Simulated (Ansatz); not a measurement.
Input

```
crystal:
  periodic: [false, false, false]
  atoms:
    - {symbol: Si, position_ang: [1.015099, -1.519010, 1.978952]}
    - {symbol: Cl, position_ang: [-0.901568, -1.787419, 3.681003]}
    - {symbol: Cl, position_ang: [2.186319, -0.910915, 0.164905]}
    - {symbol: H, position_ang: [-0.993807, -1.027550, 2.423540]}
    - {symbol: O, position_ang: [-0.286866, -0.687609, 1.377895]}
    - {symbol: Al, position_ang: [0.082521, 0.079963, -0.196358]}
    - {symbol: O, position_ang: [0.263760, 1.739323, -0.123055]}
    - {symbol: Si, position_ang: [0.469641, 3.343695, -0.057488]}
    - {symbol: O, position_ang: [-0.629814, -0.669469, -1.508779]}
    - {symbol: Si, position_ang: [-1.275974, -1.391198, -2.806109]}
    - {symbol: H, position_ang: [1.842225, -0.886107, 3.011653]}
    - {symbol: H, position_ang: [1.065645, -2.974947, 1.809152]}
    - {symbol: H, position_ang: [1.702530, 3.734725, -0.792181]}
    - {symbol: H, position_ang: [-0.694109, 4.038285, -0.669733]}
    - {symbol: H, position_ang: [0.598761, 3.786822, 1.357144]}
    - {symbol: H, position_ang: [-2.683158, -1.781797, -2.524314]}
    - {symbol: H, position_ang: [-1.259241, -0.472193, -3.975488]}
    - {symbol: H, position_ang: [-0.501763, -2.614498, -3.150742]}
basis:
  gaussian: {orbitals: def2-TZVPP}
hamiltonian: {xc: pbe0, dispersion: d4}
output: {orbitals: {seedname: orbitals}}
```

Launched as:

```sh
ansatz run in.yaml --threads 4 --pin off --events-out ev --progress --plain --max-ram 66560MiB --backend cuda --devices 0, --max-vram 37GiB
```

A transition-state structure; geometry: PBE0-D4/def2-TZVP.

Theory: RKS PBE0-D4/def2-TZVPP in Ansatz.

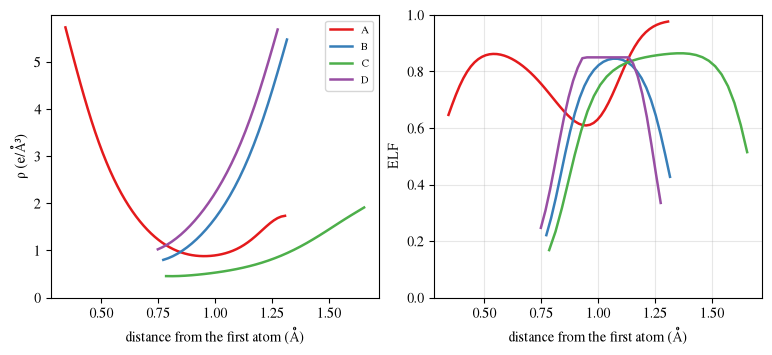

AlClH₈O₃Si₃···HCl. Electron density and electron localisation function along straight lines between neighbouring atoms. The curves leave out the atomic cores.

Q: Which curve belongs to which contact (Al–O, O–H, Si–Cl and Si–O)? The first atom named is at distance zero.

A: Curve A: O5···H4 (1.31 Å): the density falls to about 0.88 e/Å³ on the way; the ELF climbs to about 0.90 towards the hydrogen, as it does in any bond to H. Curve B: Al–O (1.67 Å): ρ at the midpoint is about 0.93 e/Å³; the ELF peaks at about 0.85 in the valence shell of O, 0.6 Å from its nucleus, and is about 0.45 at the midpoint. Curve C: Si–Cl (2.24 Å): the density is about 0.63 e/Å³ at the midpoint, with its minimum of 0.45 e/Å³ about 0.8 Å from Si; the ELF peaks at about 0.85 between the atoms; a shared but strongly polarised pair. Curve D: Si–O (1.62 Å): the density is about 1.2 e/Å³ at the midpoint; the ELF peaks at about 0.85 between the atoms, as expected for a short, strongly polar bond.
